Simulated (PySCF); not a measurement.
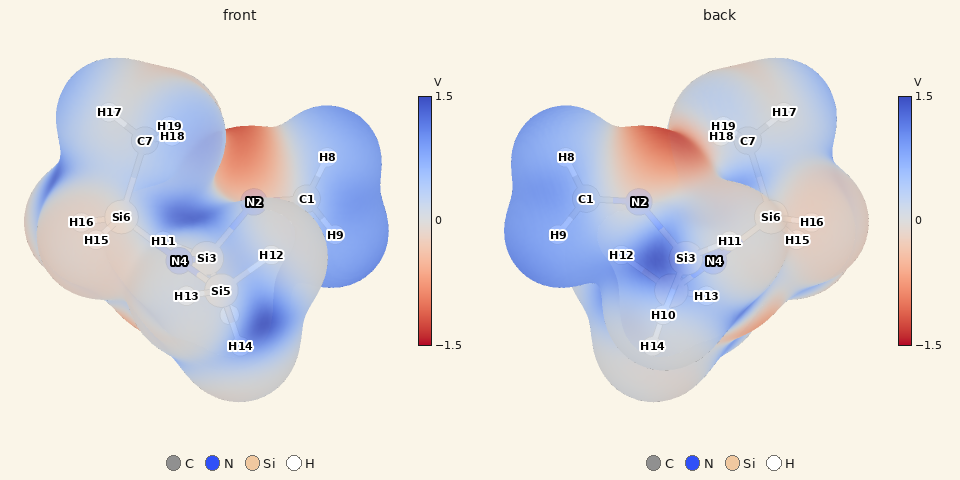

*C2H12N2Si3 (SMILES C=N[SiH2]N([SiH3])[SiH2]C). The electrostatic potential painted on the density surface at 0.002 e/bohr³, seen from the front and from behind; the colour scale runs from red (negative) to blue (positive).*

Geometry: GFN2-xTB.

All numbers below come from CAM-B3LYP/def2-SVPD, SCF density, gas phase (PySCF 2.14.0).

```xyz
19

C     2.9096    0.4270    0.5760
N     1.7969    0.8478    0.2037
Si    0.8862    0.6635   -1.2526
N    -0.4839   -0.3320   -0.8388
Si   -0.2242   -2.0429   -0.6825
Si   -1.8945    0.4440   -0.1556
C    -1.6093    0.8992    1.6620
H     3.2434    0.6267    1.5931
H     3.6092   -0.1341   -0.0516
H     1.5486    0.0119   -2.3865
H     0.4612    2.0232   -1.5575
H     0.6164   -2.3529    0.4842
H    -1.5335   -2.6734   -0.5390
H     0.4527   -2.5059   -1.8968
H    -3.0054   -0.5023   -0.3008
H    -2.1484    1.6357   -0.9724
H    -2.4312    1.4854    2.0618
H    -1.5067    0.0090    2.2775
H    -0.6969    1.4793    1.7681
```

### Where is the surface potential most negative and most positive?

The most negative region (about −1.1 V, or −25 kcal/mol for a unit charge) lies over N2, the most positive (about +1.3 V, or +30 kcal/mol for a unit charge) over Si3 and Si5. N2 is the likeliest acceptor of a hydrogen bond.

### What dipole moment does the calculation give?

Its dipole moment is 1.54 D.
